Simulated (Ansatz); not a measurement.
## Run report: Al2NH7O, geometry relaxation (part 2 of 2)

Continued. System: Al2NH7O. Method: RHF/6-31G* (Ansatz 0.2.0). The input holds or restrains some coordinates. It belongs to a series of runs on one base structure; here: pulled along the bonds that form and break, towards end B.

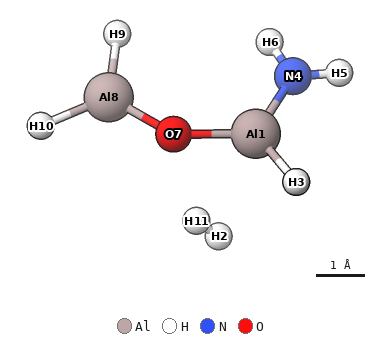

Fig. 1: The geometry at step 10 of the log (ball-and-stick view, seen at a tilt; atoms are numbered from 1 in the order of the input).

### Trajectory as extended XYZ, continued
```
11
Properties=species:S:1:pos:R:3:forces:R:3 step=4 energy=-16796.24844
Al   -0.0725    0.4202   -0.3895    0.2249   1.3848   0.3095
H     0.0017    0.0357    2.3262    0.2444  -2.0601   0.8025
H     1.3940   -0.0713   -0.7443   -0.2793  -0.1799   0.2610
N    -1.6509   -0.0650   -1.0197    0.6075   0.0133  -0.3489
H    -2.3025   -0.8043   -0.9023   -0.1134  -0.0225  -0.3211
H    -1.9991    0.7210   -1.5474   -0.7120  -0.7105   0.2351
O    -0.2871    1.9940    0.3526    0.1369  -0.5189  -0.6431
Al   -1.7155    2.9021    0.4407   -0.0454   0.1195  -0.0359
H    -3.0376    2.2887   -0.1738   -0.0870   0.1710   0.0259
H    -1.7974    4.3609    1.0353    0.1929   0.0300   0.1285
H    -0.0775    0.6860    2.1206   -0.1696   1.7733  -0.4136
11
Properties=species:S:1:pos:R:3:forces:R:3 step=5 energy=-16796.47998
Al   -0.0773    0.4718   -0.4086    0.0886   1.1201   0.5019
H    -0.0881   -0.0083    2.2996   -0.0809  -1.2436   0.5402
H     1.3856   -0.0584   -0.6985   -0.2116  -0.0970   0.1713
N    -1.6424   -0.1083   -0.9972    0.1266  -0.0031  -0.3500
H    -2.1796   -0.9531   -0.9548    0.2064   0.3374  -0.3212
H    -2.1006    0.6418   -1.4964   -0.4998  -0.7745   0.3246
O    -0.3105    2.0286    0.3602    0.0743  -0.5229  -0.8182
Al   -1.7186    2.9706    0.4462    0.0731   0.0978   0.0161
H    -3.0534    2.4143   -0.1895   -0.0759   0.0680  -0.0401
H    -1.7528    4.4184    1.0700    0.1629   0.0275   0.1218
H    -0.0068    0.6507    2.0674    0.1364   0.9902  -0.1466
11
Properties=species:S:1:pos:R:3:forces:R:3 step=6 energy=-16796.61237
Al   -0.0862    0.5199   -0.4296   -0.0414   0.6452   0.5380
H    -0.1946   -0.0203    2.2844    0.3559   0.4659  -0.1169
H     1.3741   -0.0551   -0.6525   -0.2184   0.0067   0.0935
N    -1.6328   -0.1539   -0.9917   -0.5881  -0.3537  -0.5406
H    -2.0620   -1.0861   -1.0323    0.6558   1.4108  -0.2152
H    -2.2055    0.5743   -1.4242   -0.0555  -1.1690   0.5229
O    -0.3312    2.0562    0.3594    0.0171  -0.4452  -0.9224
Al   -1.7177    3.0273    0.4527    0.0849   0.1422   0.0561
H    -3.0649    2.5167   -0.2007   -0.0324   0.0159  -0.0522
H    -1.7075    4.4638    1.1075    0.1293  -0.0120   0.0949
H     0.0838    0.6253    2.0256   -0.3073  -0.7068   0.5419
11
Properties=species:S:1:pos:R:3:forces:R:3 step=7 energy=-16796.81999
Al   -0.0973    0.5003   -0.4631    0.0687   0.9026   0.3216
H    -0.2579    0.1354    2.2738    0.0420  -0.2102   0.2109
H     1.3529   -0.1083   -0.6063   -0.1553  -0.0637   0.0743
N    -1.6143   -0.2101   -1.0409   -0.5923  -0.2774  -0.4281
H    -1.9436   -1.1581   -1.1661    0.4684   0.6209  -0.0179
H    -2.3070    0.4365   -1.3923    0.1038  -0.4461   0.3451
O    -0.3099    2.0832    0.2367    0.0419  -0.7527  -0.7319
Al   -1.6807    3.0306    0.5014   -0.0709   0.3444  -0.1118
H    -3.0644    2.5811   -0.1316   -0.0020  -0.0188   0.0121
H    -1.6106    4.4083    1.2734    0.0895  -0.0546   0.0839
H    -0.0119    0.7691    2.0135    0.0060  -0.0444   0.2418
11
Properties=species:S:1:pos:R:3:forces:R:3 step=8 energy=-16796.93865
Al   -0.1169    0.5040   -0.4724   -0.0381   0.9656   0.3457
H    -0.2392    0.1711    2.2690   -0.1327  -0.7613   0.4534
H     1.3114   -0.1485   -0.5657   -0.0383  -0.0269   0.0346
N    -1.6016   -0.2566   -1.0602   -0.4305  -0.1134  -0.2947
H    -1.8096   -1.2086   -1.3057    0.2699   0.3500   0.0307
H    -2.3926    0.3273   -1.2737    0.0949  -0.2849   0.1823
O    -0.3454    2.0949    0.2072    0.0131  -0.7705  -0.7322
Al   -1.6773    3.0944    0.4926    0.0053   0.0862  -0.0537
H    -3.0723    2.6843   -0.1492    0.0184   0.0327   0.0043
H    -1.5541    4.4056    1.3622    0.0542   0.0016   0.0269
H    -0.0470    0.8002    1.9945    0.1837   0.5209   0.0026
11
Properties=species:S:1:pos:R:3:forces:R:3 step=9 energy=-16797.00384
Al   -0.1486    0.4945   -0.4631   -0.1207   0.9617   0.2707
H    -0.1836    0.1798    2.2829   -0.1168  -1.0134   0.5733
H     1.2810   -0.1632   -0.5122   -0.0515  -0.0009  -0.0082
N    -1.6000   -0.3017   -1.0934   -0.2095  -0.0235  -0.1567
H    -1.6909   -1.2288   -1.4654    0.0856   0.2613   0.0882
H    -2.4646    0.2011   -1.1907    0.1547  -0.2505   0.0470
O    -0.3980    2.0867    0.2017    0.0263  -0.8238  -0.6728
Al   -1.6811    3.1433    0.4927   -0.0119   0.1254   0.0027
H    -3.1017    2.8054   -0.1338    0.0239   0.0003  -0.0069
H    -1.4916    4.4362    1.3831    0.0483  -0.0240  -0.0118
H    -0.0654    0.8149    1.9966    0.1716   0.7874  -0.1253
11
Properties=species:S:1:pos:R:3:forces:R:3 step=10 energy=-16797.04219
Al   -0.2028    0.4974   -0.4600   -0.1132   1.0055   0.3385
H    -0.0980    0.1570    2.2819    0.0290  -1.0802   0.5738
H     1.2359   -0.1392   -0.4902   -0.0139   0.0294  -0.0163
N    -1.5837   -0.3663   -1.1504   -0.2150  -0.0247  -0.0521
H    -1.5742   -1.3016   -1.5065    0.0423   0.1423   0.0188
H    -2.5031    0.0255   -1.2302    0.1379  -0.1176   0.0226
O    -0.4935    2.0728    0.2278    0.0142  -0.8214  -0.7131
Al   -1.6937    3.2253    0.5143    0.0092   0.0119  -0.0099
H    -3.1334    3.0023   -0.1202    0.0331   0.0031  -0.0065
H    -1.4056    4.4869    1.4218    0.0441  -0.0115  -0.0125
H    -0.0924    0.8080    2.0103    0.0326   0.8632  -0.1432
11
Properties=species:S:1:pos:R:3:forces:R:3 step=11 energy=-16797.06010
Al   -0.2393    0.4906   -0.4478   -0.2928   1.0966   0.3096
H    -0.0392    0.1460    2.2873    0.1964  -1.1924   0.6010
H     1.2199   -0.0893   -0.5079    0.0127   0.0074  -0.0178
N    -1.5856   -0.4217   -1.1483    0.0513  -0.0427  -0.0153
H    -1.4752   -1.3135   -1.5839   -0.0237  -0.0182  -0.0001
H    -2.5394   -0.1293   -1.1978    0.0343   0.0149   0.0183
O    -0.5786    2.0508    0.2494    0.1271  -0.8857  -0.6780
Al   -1.7011    3.2769    0.5241    0.0183   0.0241  -0.0332
H    -3.1321    3.1618   -0.1476   -0.0243   0.0099  -0.0066
H    -1.3331    4.5058    1.4456    0.0247   0.0049   0.0101
H    -0.1407    0.7901    2.0254   -0.1240   0.9812  -0.1881
11
Properties=species:S:1:pos:R:3:forces:R:3 step=12 energy=-16797.07465 accepted=F
Al   -0.2821    0.4890   -0.4492   -0.3278   1.0516   0.3420
H     0.0614    0.1399    2.2759   -0.2078   0.2871   0.0596
H     1.2032   -0.0215   -0.5535   -0.0130   0.0266  -0.0043
N    -1.5744   -0.4942   -1.1635   -0.0710  -0.1912  -0.1097
H    -1.3834   -1.3639   -1.6317   -0.1417   0.2803   0.1649
H    -2.5579   -0.2919   -1.1835    0.3206  -0.0552   0.0012
O    -0.6699    2.0221    0.2832   -0.0138  -0.7555  -0.7910
Al   -1.7002    3.3411    0.5202    0.0503  -0.1091   0.0939
H    -3.1365    3.3559   -0.1666    0.1123   0.0071  -0.0025
H    -1.2458    4.5115    1.4884   -0.0132  -0.0248  -0.0775
H    -0.2589    0.7801    2.0789    0.3052  -0.5170   0.3235
11
Properties=species:S:1:pos:R:3:forces:R:3 step=13 energy=-16797.07497
Al   -0.2607    0.4908   -0.4497   -0.2700   1.0552   0.3392
H     0.0016    0.1402    2.2807    0.2275  -0.8201   0.4178
H     1.2134   -0.0503   -0.5376    0.0029   0.0198  -0.0020
N    -1.5764   -0.4581   -1.1611    0.0190  -0.0677  -0.0189
H    -1.4354   -1.3458   -1.6010   -0.0415   0.0779   0.0388
H    -2.5424   -0.2035   -1.1943    0.0667  -0.0114   0.0072
O    -0.6276    2.0330    0.2728    0.0755  -0.8249  -0.7848
Al   -1.6999    3.3122    0.5146    0.0154  -0.0635   0.1098
H    -3.1390    3.2553   -0.1533    0.0417   0.0261  -0.0311
H    -1.2850    4.5058    1.4664    0.0050   0.0132  -0.0512
H    -0.1932    0.7884    2.0610   -0.1422   0.5954  -0.0248
11
Properties=species:S:1:pos:R:3:forces:R:3 step=14 energy=-16797.07852
Al   -0.2722    0.4961   -0.4528   -0.2822   1.0241   0.3530
H    -0.0154    0.1124    2.2723    0.3099  -1.1255   0.5208
H     1.2230    0.0172   -0.5639   -0.0148   0.0178  -0.0032
N    -1.5638   -0.4957   -1.1481   -0.0067   0.0097   0.0066
H    -1.4130   -1.3746   -1.5977   -0.0015   0.0025   0.0063
H    -2.5348   -0.2606   -1.1659    0.0374  -0.0082   0.0086
O    -0.6865    2.0173    0.2850    0.1507  -0.8253  -0.7513
Al   -1.7083    3.3342    0.5309    0.0223  -0.0099  -0.0032
H    -3.1248    3.3496   -0.1837    0.0111   0.0185   0.0041
H    -1.2533    4.5178    1.4765   -0.0029  -0.0109  -0.0109
H    -0.1955    0.7545    2.0459   -0.2234   0.9072  -0.1309
11
Properties=species:S:1:pos:R:3:forces:R:3 step=15 energy=-16797.07907
Al   -0.2875    0.5018   -0.4548   -0.3150   1.0172   0.3379
H    -0.0595    0.0708    2.2663    0.2579  -1.1989   0.5604
H     1.2337    0.1069   -0.6014   -0.0818   0.0180   0.0052
N    -1.5463   -0.5475   -1.1290   -0.0299   0.0537   0.0271
H    -1.3730   -1.4175   -1.5874    0.0071   0.0029   0.0083
H    -2.5266   -0.3492   -1.1213    0.0828  -0.0259   0.0058
O    -0.7590    2.0029    0.2922    0.1827  -0.7548  -0.7952
Al   -1.7066    3.3798    0.5205   -0.0364  -0.1006   0.0860
H    -3.1147    3.4921   -0.2107    0.0921   0.0052  -0.0105
H    -1.2203    4.5144    1.5127    0.0172  -0.0178  -0.0517
H    -0.1847    0.7136    2.0115   -0.1766   1.0009  -0.1734
```

This output came from the following input.

### Input
```yaml
crystal:
  periodic: [false, false, false]
  atoms:
    - { symbol: Al, position_ang: [0.0, 0.0, 0.0] }
    - { symbol: H, position_ang: [0.0, 0.0, 1.91] }
    - { symbol: H, position_ang: [1.351, 0.0, -0.78] }
    - { symbol: "N", position_ang: [-1.6627, 0.0, -0.96] }
    - { symbol: H, position_ang: [-2.3316, -0.8164, -0.8614] }
    - { symbol: H, position_ang: [-1.9118, 0.8164, -1.5886] }
    - { symbol: O, position_ang: [-0.2602, 1.9567, 0.6559] }
    - { symbol: Al, position_ang: [-1.7608, 2.899, 0.4873] }
    - { symbol: H, position_ang: [-3.0134, 2.2572, -0.1857] }
    - { symbol: H, position_ang: [-1.8235, 4.3665, 1.0126] }
    - { symbol: H, position_ang: [-0.1315, 0.9887, 1.8084] }
basis:
  gaussian: { orbitals: "6-31G*" }
hamiltonian:
  xc: hf
relax:
  f_tol: 0.15
  max_steps: 25
  restrain:
    - { distance: [0, 6], at: 1.78, k: 30.0 }
    - { distance: [10, 1], at: 0.66, k: 30.0 }
    - { distance: [0, 1], at: 2.76, k: 30.0 }
    - { distance: [10, 6], at: 2.21, k: 30.0 }
```

Launched with:
```bash
ansatz run input.yaml --threads 1 --pin off --max-ram 2048MiB --backend cpu --events-out ev --progress --plain --runs-dir out
```

### Summary

| quantity | value |
| --- | --- |
| outcome | converged under the restraints of the input |
| total energy | −16797.0791 eV |
| mean-field energy | −16797.0791 eV |
| largest force (length of the vector) at the end, held atoms and coordinates included | 1.348 eV/Å |
| hardware | 1 thread of AMD EPYC (Zen 3), 32 GiB of memory available, shared host |
| wall time | 34 s |
| peak memory | 0.16 GiB |
